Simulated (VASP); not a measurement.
Band structure of MgTe (relaxed from the wurtzite structure, space group P6_3mc). All values below come from PBEsol GGA, VASP's PBE PAW potentials (set 64) (plane waves; VASP).

Unless said otherwise, spin-orbit coupling is left out, though it shifts the bands of the heavy elements here.

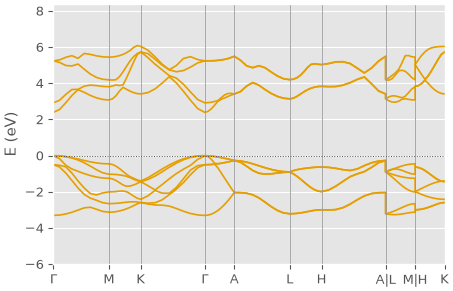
*Bands along high-symmetry lines, zero at the valence-band maximum or, without a gap, the Fermi level*

Q: Read the plot: is there a gap, and where are the band edges?

A: The gap is direct, 2.39 eV, from the valence maximum at Γ to the conduction minimum at Γ. (Edges off the drawn lines would not show.)

The structure was generated: MgTe was put into the wurtzite type (P6_3mc), which need not be its known phase. It was relaxed first.
